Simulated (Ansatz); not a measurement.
# BFH2: two geometries relaxed

Aim: relax the geometries before and after the reaction (reductive elimination), and see whether they are two minima and how far apart in energy. Meant to form: F2–H3; to break: B1–F2, B1–H3. The start is a guess near the saddle point, from which both ends are pulled out.

All numbers below are computed with Ansatz 0.2.0 (RKS B3LYP-D4/6-31G*).

## (1) The starting structure

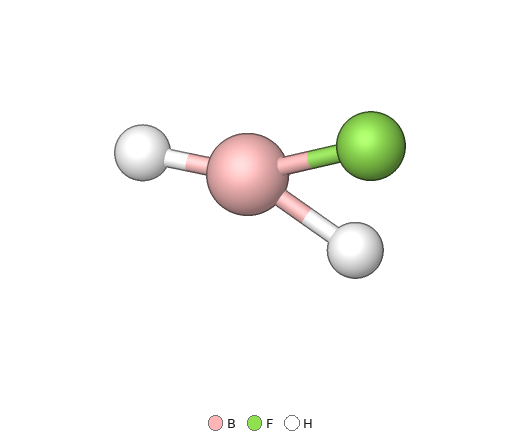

Start, viewed from a chosen angle; boron pink, fluorine green, hydrogen white.

Coordinates:

```xyz
4

B     0.0000    0.0000    0.0000
F     0.8785    0.0000    1.2404
H     1.3883    0.0000    0.0683
H    -1.0305    0.0000   -0.5950
```

## (2) Pulling towards end A

Springs on the bonds that form and break draw the guess towards this end; the thresholds are loose.

The input, input.yaml:

```yaml
crystal:
  periodic: [false, false, false]
  atoms:
    - { symbol: B, position_ang: [0.0, 0.0, 0.0] }
    - { symbol: F, position_ang: [0.8785, 0.0, 1.2404] }
    - { symbol: H, position_ang: [1.3883, 0.0, 0.0683] }
    - { symbol: H, position_ang: [-1.0305, 0.0, -0.595] }
basis:
  gaussian: { orbitals: "6-31G*" }
hamiltonian:
  xc: b3lyp
  dispersion: d4
relax:
  f_tol: 0.15
  max_steps: 25
  restrain:
    - { distance: [1, 2], at: 2.12, k: 30.0 }
    - { distance: [0, 1], at: 1.32, k: 30.0 }
    - { distance: [0, 2], at: 1.19, k: 30.0 }
output:
  orbitals: {}
```

Command:

```
$ ansatz run input.yaml --threads 1 --pin off --max-ram 2048MiB --backend cpu --events-out ev --progress --plain --runs-dir out
```

Output (excerpt; [...] marks lines left out):

```text
Warning: RAYON_NUM_THREADS=1 ignored (pool sized by the plan → 1); use --threads N
[...]
Functional definition: B3LYP
[...]
367 factors; integrals over basis functions are off by at most 7.4e-4 eV
[...]
mean field -3421.43638561 eV, -125.7354680381 hartree, gradient 5.1e-5 eV, S^2 0.000000; 0 other end points of the search recorded, 0 dependent functions left out
[...]
reference -3421.43652992 eV, -125.7354733415 hartree; 8, 8 occupied and 26, 26 virtual orbitals, 367 factors
relax step   1: F+E_penalty+E_count = -3421.47272572 eV  Δ(F+E_penalty+E_count) = +0.000e0 eV  max|allowed force component| = 6.854e0 eV/Å  E_restraint = 11.82999110 eV  max|allowed force component, restraints' pulls added| = 2.928e1 eV/Å  Δτ_max = 0.0000 Å  (24 SCF iters, accepted)
[...]
relax step   4: F+E_penalty+E_count = -3426.63640249 eV  Δ(F+E_penalty+E_count) = -5.301e-1 eV  max|allowed force component| = 1.418e0 eV/Å  E_restraint = 0.02147926 eV  max|allowed force component, restraints' pulls added| = 2.397e0 eV/Å  Δτ_max = 0.1522 Å  (24 SCF iters, accepted)
[...]
relax step   5: F+E_penalty+E_count = -3426.67772549 eV  Δ(F+E_penalty+E_count) = -4.132e-2 eV  max|allowed force component| = 2.394e-1 eV/Å  E_restraint = 0.00138926 eV  max|allowed force component, restraints' pulls added| = 1.399e-1 eV/Å  Δτ_max = 0.0315 Å  (21 SCF iters, accepted)
  distance F 1 - H 2 = 2.1296 Å
  distance B 0 - F 1 = 1.3204 Å
  distance B 0 - H 2 = 1.1900 Å
367 factors; integrals over basis functions are off by at most 5.0e-4 eV
mean field -3426.64344218 eV, -125.9268238377 hartree, gradient 3.1e-5 eV, S^2 0.000000; 1 other end points of the search recorded, 0 dependent functions left out
[...]
reference -3426.64358623 eV, -125.9268291313 hartree; 8, 8 occupied and 26, 26 virtual orbitals, 367 factors
Total energy: -3426.67786954 eV, -125.9280890199 hartree
Atom 0 at     0.303843    -0.000000     0.119415 Å, force    -0.082525    -0.000000     0.042210 eV/Å
Atom 1 at     0.371247     0.000000     1.438065 Å, force    -0.107900     0.000000     0.191902 eV/Å
Atom 2 at     1.345791     0.000000    -0.455485 Å, force     0.050512     0.000000    -0.239444 eV/Å
Atom 3 at    -0.784582     0.000000    -0.388295 Å, force     0.139912     0.000000     0.005332 eV/Å
Dipole moment:    -0.008003    -0.000000    -0.106884 e Å
```

Run time: 1.2 s. Hardware: 1 thread of AMD EPYC 9R45 (Zen 5), shared host; peak memory 0.12 GiB.

Relaxation path:

```
step  energy from step 1 (eV)  largest force component (eV/Å)
   1                   0.0000                          6.8536
   2                  -2.7327                          5.1312
   3                  -4.6336                          3.1330
   4                  -5.1637                          1.4180
   5                  -5.2050                          0.2394
```

Step 1 is the start. Energies and forces in the table leave out the springs, which the log lists apart; the run stops on the force with the springs' pull added.

After: Bond lengths: B1–F2 1.320 Å, B1–H3 1.190 Å, B1–H4 1.201 Å. Angles: F2–B1–H3 116.0°, F2–B1–H4 117.9°, H3–B1–H4 126.1°.

Pairs that crossed the distance rule for bonds on the way: came closer B1–H3.

## (3) Relaxing end A

It starts where the restrained run ended.

The input, input.yaml:

```yaml
crystal:
  periodic: [false, false, false]
  atoms:
    - { symbol: B, position_ang: [0.303843, 0.0, 0.119415] }
    - { symbol: F, position_ang: [0.371247, 0.0, 1.438065] }
    - { symbol: H, position_ang: [1.345791, 0.0, -0.455485] }
    - { symbol: H, position_ang: [-0.784582, 0.0, -0.388295] }
basis:
  gaussian: { orbitals: "6-31G*" }
hamiltonian:
  xc: b3lyp
  dispersion: d4
relax:
  f_tol: 0.03
  max_steps: 50
output:
  orbitals: {}
```

Command:

```
$ ansatz run input.yaml --threads 1 --pin off --max-ram 2048MiB --backend cpu --events-out ev --progress --plain --runs-dir out
```

Output (excerpt; [...] marks lines left out):

```text
Warning: RAYON_NUM_THREADS=1 ignored (pool sized by the plan → 1); use --threads N
[...]
[... 1 set-up line as earlier in the session ...]
[...]
366 factors; integrals over basis functions are off by at most 5.0e-4 eV
[...]
mean field -3426.64344427 eV, -125.9268239147 hartree, gradient 6.7e-5 eV, S^2 0.000000; 0 other end points of the search recorded, 0 dependent functions left out
[...]
reference -3426.64358792 eV, -125.9268291938 hartree; 8, 8 occupied and 26, 26 virtual orbitals, 366 factors
relax step   1: F+E_penalty+E_count = -3426.67772759 eV  Δ(F+E_penalty+E_count) = +0.000e0 eV  max|allowed force component| = 2.394e-1 eV/Å  Δτ_max = 0.0000 Å  (21 SCF iters, accepted)
[...]
relax step   2: F+E_penalty+E_count = -3426.68218873 eV  Δ(F+E_penalty+E_count) = -4.461e-3 eV  max|allowed force component| = 6.195e-2 eV/Å  Δτ_max = 0.0145 Å  (23 SCF iters, accepted)
[...]
relax step   3: F+E_penalty+E_count = -3426.68250443 eV  Δ(F+E_penalty+E_count) = -3.157e-4 eV  max|allowed force component| = 8.873e-3 eV/Å  Δτ_max = 0.0051 Å  (20 SCF iters, accepted)
366 factors; integrals over basis functions are off by at most 4.9e-4 eV
[...]
mean field -3426.64821026 eV, -125.9269990615 hartree, gradient 8.9e-6 eV, S^2 0.000000; 1 other end points of the search recorded, 0 dependent functions left out
[...]
reference -3426.64835378 eV, -125.9270043358 hartree; 8, 8 occupied and 26, 26 virtual orbitals, 366 factors
Total energy: -3426.68264795 eV, -125.9282646232 hartree
Atom 0 at     0.307035    -0.000000     0.127637 Å, force    -0.000007    -0.000000     0.008873 eV/Å
Atom 1 at     0.360300     0.000000     1.449737 Å, force    -0.000206     0.000000    -0.006976 eV/Å
Atom 2 at     1.340733     0.000000    -0.474401 Å, force     0.000888     0.000000    -0.001011 eV/Å
Atom 3 at    -0.771768     0.000000    -0.389272 Å, force    -0.000675     0.000000    -0.000887 eV/Å
Dipole moment:    -0.004244    -0.000000    -0.105522 e Å
```

Wall time 0.83 s (1 thread of AMD EPYC 9R45 (Zen 5), shared host); peak memory 0.11 GiB.

Step by step:

```
step  energy from step 1 (eV)  largest force component (eV/Å)
   1                   0.0000                          0.2394
   2                  -0.0045                          0.0619
   3                  -0.0048                          0.0089
```

Step 1 is the start.

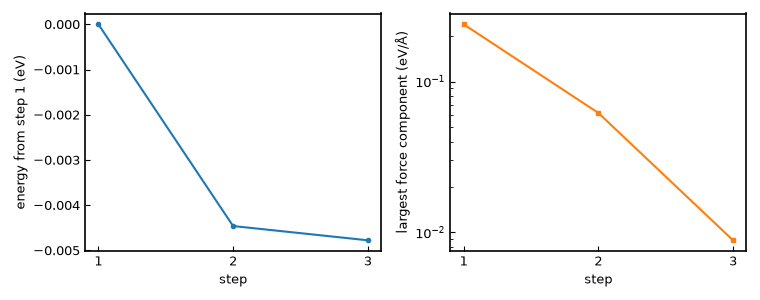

How energy and force went from step to step.

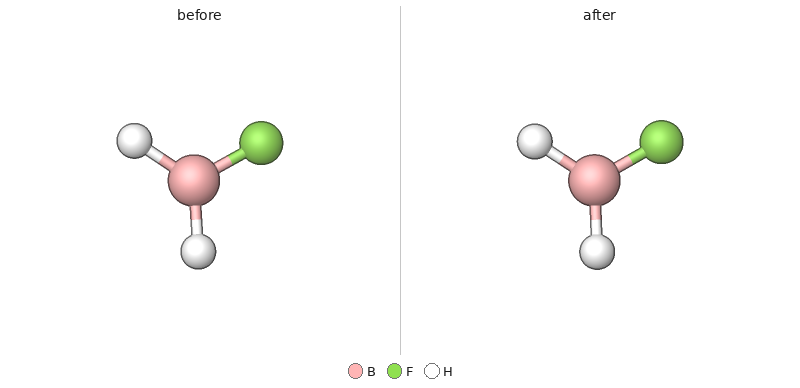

Before and after, at one scale.

After: Bond lengths: B1–F2 1.323 Å, B1–H3 1.196 Å, B1–H4 1.196 Å. Angles: F2–B1–H3 117.9°, F2–B1–H4 117.9°, H3–B1–H4 124.2°.

## (4) A restrained relaxation towards end B

Springs on the bonds that form and break draw the guess towards this end; the thresholds are loose.

The input, input.yaml:

```yaml
crystal:
  periodic: [false, false, false]
  atoms:
    - { symbol: B, position_ang: [0.0, 0.0, 0.0] }
    - { symbol: F, position_ang: [0.8785, 0.0, 1.2404] }
    - { symbol: H, position_ang: [1.3883, 0.0, 0.0683] }
    - { symbol: H, position_ang: [-1.0305, 0.0, -0.595] }
basis:
  gaussian: { orbitals: "6-31G*" }
hamiltonian:
  xc: b3lyp
  dispersion: d4
relax:
  f_tol: 0.15
  max_steps: 25
  restrain:
    - { distance: [1, 2], at: 0.92, k: 30.0 }
    - { distance: [0, 1], at: 2.52, k: 30.0 }
    - { distance: [0, 2], at: 2.39, k: 30.0 }
```

Command:

```
$ ansatz run input.yaml --threads 1 --pin off --max-ram 2048MiB --backend cpu --events-out ev --progress --plain --runs-dir out
```

Output (excerpt; [...] marks lines left out):

```text
Warning: RAYON_NUM_THREADS=1 ignored (pool sized by the plan → 1); use --threads N
[...]
[... 1 set-up line as earlier in the session ...]
[...]
367 factors; integrals over basis functions are off by at most 7.4e-4 eV
[...]
mean field -3421.43638561 eV, -125.7354680381 hartree, gradient 5.1e-5 eV, S^2 0.000000; 0 other end points of the search recorded, 0 dependent functions left out
[...]
reference -3421.43652992 eV, -125.7354733415 hartree; 8, 8 occupied and 26, 26 virtual orbitals, 367 factors
relax step   1: F+E_penalty+E_count = -3421.47272572 eV  Δ(F+E_penalty+E_count) = +0.000e0 eV  max|allowed force component| = 6.854e0 eV/Å  E_restraint = 31.92534720 eV  max|allowed force component, restraints' pulls added| = 4.045e1 eV/Å  Δτ_max = 0.0000 Å  (24 SCF iters, accepted)
[...]
  distance F 1 - H 2 = 0.9344 Å
  distance B 0 - F 1 = 2.5169 Å
  distance B 0 - H 2 = 2.3840 Å
367 factors; integrals over basis functions are off by at most 6.1e-4 eV
[...]
mean field -3421.08235793 eV, -125.7224577612 hartree, gradient 4.9e-5 eV, S^2 0.000000; 1 other end points of the search recorded, 0 dependent functions left out
[...]
reference -3421.08251727 eV, -125.7224636165 hartree; 8, 8 occupied and 26, 26 virtual orbitals, 367 factors
Total energy: -3421.12178705 eV, -125.7239067545 hartree
Atom 0 at    -0.237085     0.000000    -0.838945 Å, force     0.203689     0.000000     0.195139 eV/Å
Atom 1 at     1.115031    -0.000000     1.283890 Å, force    -0.323164    -0.000000     0.254434 eV/Å
Atom 2 at     1.697897    -0.000000     0.553593 Å, force     0.115941     0.000000    -0.448492 eV/Å
Atom 3 at    -1.339543    -0.000000    -0.284838 Å, force     0.003534    -0.000000    -0.001080 eV/Å
Dipole moment:     0.017987     0.000000    -0.064727 e Å
```

It took 2.3 s on 1 thread of AMD EPYC 9R45 (Zen 5), shared host; peak memory 0.12 GiB.

Relaxation path:

```
step  energy from step 1 (eV)  largest force component (eV/Å)
   1                   0.0000                          6.8536
   2                   2.0334                         10.4680
   3                   2.8766                         11.0232
   4                   1.3455                          6.6341
   5                   0.5755                          0.9542
   6                   0.4298                          0.4255
   7                   0.3752                          0.7248
   8                   0.3723                          0.8353
   9                   0.3527                          0.4998
  10                   0.3511                          0.4485
```

Step 1 is the start. Energies and forces in the table leave out the springs, which the log lists apart; the run stops on the force with the springs' pull added.

After: Bond lengths: F2–H3 0.934 Å, B1–H4 1.234 Å.

Pairs that crossed the distance rule for bonds on the way: came closer F2–H3; moved apart B1–F2.

## (5) Relaxing end B

It starts where the restrained run ended.

The input, input.yaml:

```yaml
crystal:
  periodic: [false, false, false]
  atoms:
    - { symbol: B, position_ang: [-0.237085, 0.0, -0.838945] }
    - { symbol: F, position_ang: [1.115031, 0.0, 1.28389] }
    - { symbol: H, position_ang: [1.697897, 0.0, 0.553593] }
    - { symbol: H, position_ang: [-1.339543, 0.0, -0.284838] }
basis:
  gaussian: { orbitals: "6-31G*" }
hamiltonian:
  xc: b3lyp
  dispersion: d4
relax:
  f_tol: 0.03
  max_steps: 50
```

Command:

```
$ ansatz run input.yaml --threads 1 --pin off --max-ram 2048MiB --backend cpu --events-out ev --progress --plain --runs-dir out
```

Output (excerpt; [...] marks lines left out):

```text
Warning: RAYON_NUM_THREADS=1 ignored (pool sized by the plan → 1); use --threads N
[...]
[... 1 set-up line as earlier in the session ...]
[...]
360 factors; integrals over basis functions are off by at most 6.1e-4 eV
[...]
mean field -3421.08235869 eV, -125.7224577888 hartree, gradient 1.7e-5 eV, S^2 0.000000; 0 other end points of the search recorded, 0 dependent functions left out
[...]
reference -3421.08251769 eV, -125.7224636322 hartree; 8, 8 occupied and 26, 26 virtual orbitals, 360 factors
relax step   1: F+E_penalty+E_count = -3421.12162848 eV  Δ(F+E_penalty+E_count) = +0.000e0 eV  max|allowed force component| = 4.485e-1 eV/Å  Δτ_max = 0.0000 Å  (24 SCF iters, accepted)
[...]
relax step   4: F+E_penalty+E_count = -3421.22162077 eV  Δ(F+E_penalty+E_count) = +3.639e-2 eV  max|allowed force component| = 1.434e0 eV/Å  Δτ_max = 0.1152 Å  (23 SCF iters, rejected (line search))
[...]
relax step  15: F+E_penalty+E_count = -3426.68250946 eV  Δ(F+E_penalty+E_count) = -3.432e-5 eV  max|allowed force component| = 1.958e-3 eV/Å  Δτ_max = 0.0014 Å  (16 SCF iters, accepted)
362 factors; integrals over basis functions are off by at most 1.2e-3 eV
mean field -3426.64821515 eV, -125.9269992412 hartree, gradient 2.2e-5 eV, S^2 0.000000; 1 other end points of the search recorded, 0 dependent functions left out
[...]
reference -3426.64835924 eV, -125.9270045362 hartree; 8, 8 occupied and 26, 26 virtual orbitals, 362 factors
Total energy: -3426.68265354 eV, -125.9282648288 hartree
Atom 0 at     0.302209     0.000000     0.128107 Å, force    -0.001223    -0.000000     0.001017 eV/Å
Atom 1 at     0.481511    -0.000000     1.438875 Å, force     0.000273     0.000000     0.001958 eV/Å
Atom 2 at     1.273650    -0.000000    -0.569907 Å, force     0.001285     0.000000    -0.001954 eV/Å
Atom 3 at    -0.821070    -0.000000    -0.283375 Å, force    -0.000335     0.000000    -0.001021 eV/Å
Dipole moment:    -0.014266    -0.000000    -0.104448 e Å
```

It took 3.4 s on 1 thread of AMD EPYC 9R45 (Zen 5), shared host; peak memory 0.12 GiB.

The steps of the relaxation:

```
step  energy from step 1 (eV)  largest force component (eV/Å)
   1                   0.0000                          0.4485
   2                  -0.0768                          0.3276
   3                  -0.1364                          0.4224
  4x                  -0.1000                          1.4344
   5                  -0.1528                          0.1325
   6                  -0.1643                          0.4321
   7                  -0.2556                          1.5340
   8                  -0.9828                          3.8099
   9                  -2.6605                          6.5686
  10                  -4.4958                          5.3900
  11                  -5.0260                          6.9385
  12                  -5.5342                          1.6618
  13                  -5.5600                          0.1247
  14                  -5.5608                          0.0304
  15                  -5.5609                          0.0020
```

Step 1 is the start. 1 step was tried and not accepted (4; marked x where the table lists them).

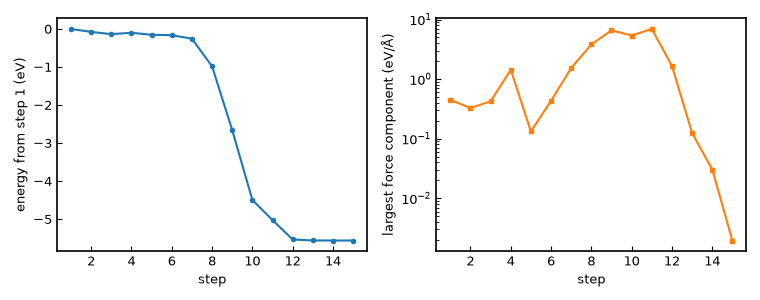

How energy and force went from step to step.

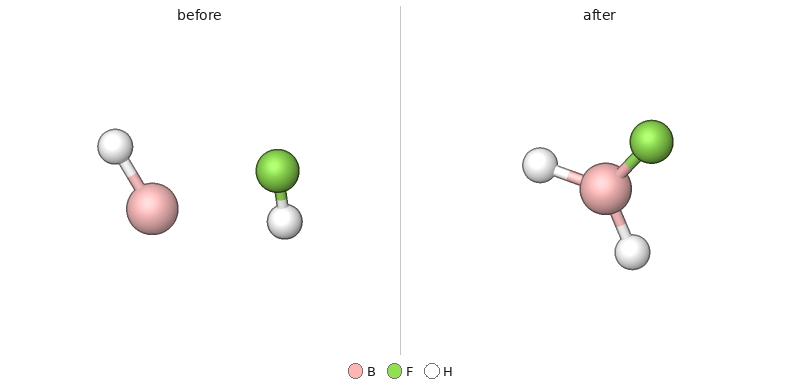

The structure before (left) and after (right), drawn at the same scale.

After: Bond lengths: B1–F2 1.323 Å, B1–H3 1.196 Å, B1–H4 1.196 Å. Angles: F2–B1–H3 117.9°, F2–B1–H4 117.9°, H3–B1–H4 124.2°.

Pairs that crossed the distance rule for bonds on the way: came closer B1–F2, B1–H3; moved apart F2–H3.

## (6) What came out

```
                           quantity                     value
                              end A   2 moves, 0.005 eV lower
                              end B  13 moves, 5.561 eV lower
largest difference between the ends                    0.00 Å
            end B relative to end A                 -0.000 eV
```

**Reading.** Both starts fell into the same minimum (no atom differs by more than 0.00 Å), so from this start no second minimum was found and no band was run; another arrangement could still be one.
